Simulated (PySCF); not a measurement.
HBN, SMILES [B]=N, doublet, PBE0/def2-SVP optimised geometry. Atoms within 1.6 Å of the plane z = 0.0 Å (x, y, z in Å): B1 (1.12, 0.00, 0.00), N2 (-0.12, 0.00, 0.00), H3 (-1.12, 0.00, 0.00).

Level of theory: PySCF 2.14.0 with unrestricted PBE0/def2-TZVP. Cells within 0.4 Å of a nucleus heavier than hydrogen are left out (blank, or x).

Map of the Laplacian of the electron density (e/bohr⁵), clipped to [-1.50, 1.50] on the plane z = 0.0 Å:

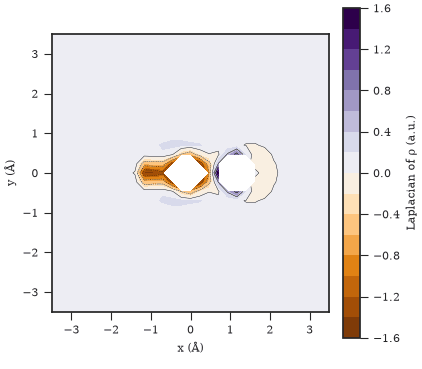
*Laplacian of the electron density (e/bohr⁵), clipped to [-1.50, 1.50] on the plane z = 0.0 Å.*
